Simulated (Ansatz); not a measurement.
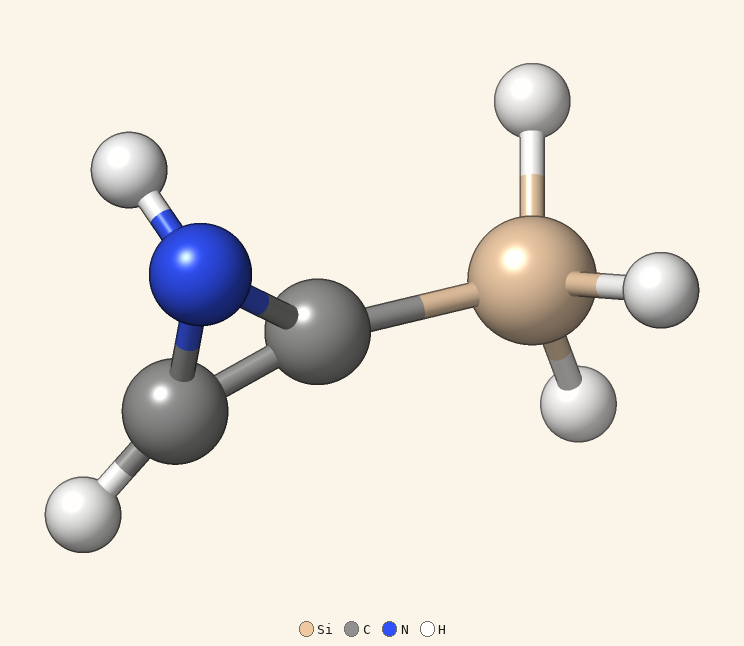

The geometry was computed by an optimisation with PBE-D4/def2-SVP. No frequency run is at hand to confirm it as a minimum.

Give the structural formula.

SMILES: [SiH3]C1=CN1

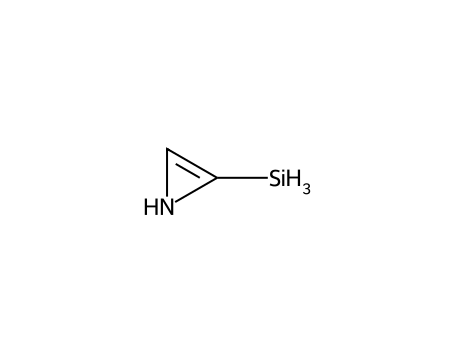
